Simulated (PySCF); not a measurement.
ClH5Si2 (SMILES [SiH3][SiH2]Cl)

Input file:

```
{"job": {"kind": "uv", "xc": "CAM-B3LYP", "basis": "def2-SVPD", "dynamic": true, "nstates": 6, "ntriplets": 0}, "charge": 0, "multiplicity": 1}
Si    -0.849434    -0.469923    -0.224117
Si    -3.160104    -0.843216    -0.182066
Cl    -4.054599     0.575688    -1.410667
H     -0.160195    -1.471324     0.647939
H     -0.348527    -0.605293    -1.624513
H     -0.558275     0.906294     0.277609
H     -3.718986    -0.693201     1.193617
H     -3.509851    -2.199163    -0.698314
```

Launched as:

```sh
OMP_NUM_THREADS=1 python probes_run.py task.json out
```

Geometry: PBE0-D3(BJ)/def2-SVP.

Theory: CAM-B3LYP/def2-SVPD, SCF density, gas phase in PySCF.

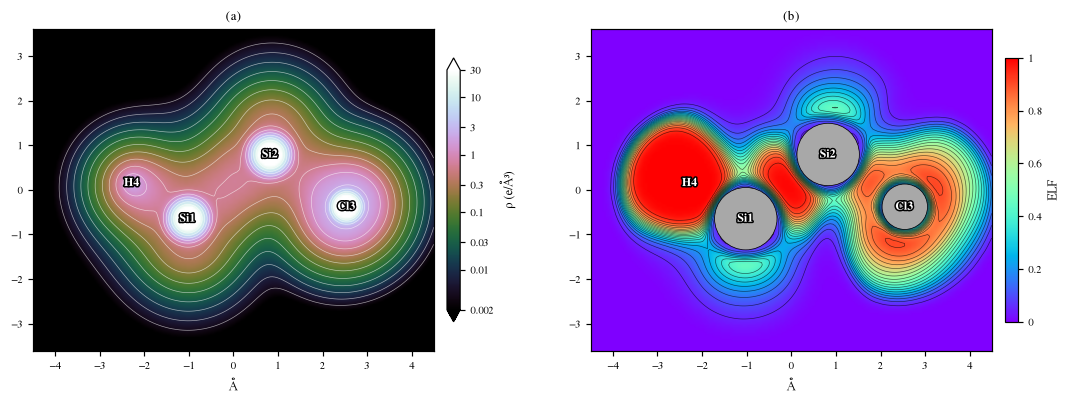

Figure 1. (a) electron density; (b) ELF on the plane of atoms Si1, Si2 and Cl3. Grey discs cover the atomic cores in the ELF map.

> What do the fields say about this system?

Atoms in the plane: Si, Cl and H.
Si–Cl (2.08 Å): ρ is about 0.82 e/Å³ halfway; the ELF peaks at about 0.90 between the atoms, as expected for a shared but strongly polarised pair.
Si–Si (2.34 Å): ρ at the midpoint is about 0.67 e/Å³; the ELF peaks at about 1 between the atoms: a shared electron pair.
Si–H (1.50 Å): ρ at the midpoint is about 0.76 e/Å³; the ELF climbs to about 1 towards the hydrogen, as it does in any bond to H.
The ELF also peaks beside Cl3, away from the bonds: lone-pair regions.

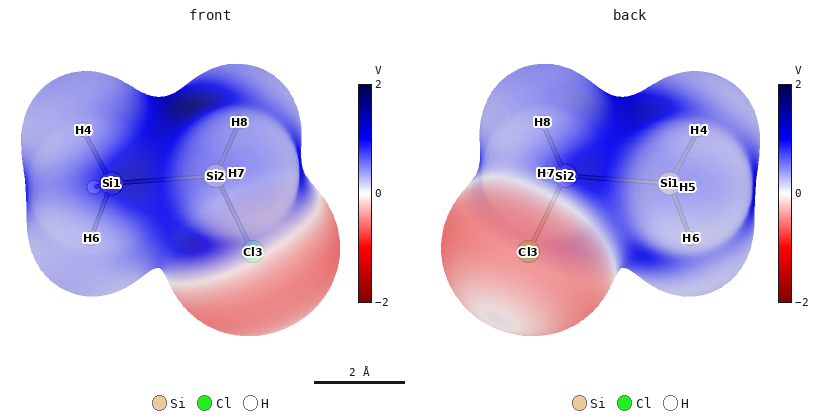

Figure 2. The electrostatic potential painted on the density surface at 0.002 e/bohr³, seen from the front and from behind; red is negative and blue positive.

> Which sites attract a positive test charge, and which a negative one?

A positive charge is drawn to the negative regions and a negative charge to the positive ones. The most negative region (about −0.5 V, or −12 kcal/mol for a unit charge) lies over Cl3, the most positive (about +1.6 V, or +37 kcal/mol for a unit charge) over Si2.
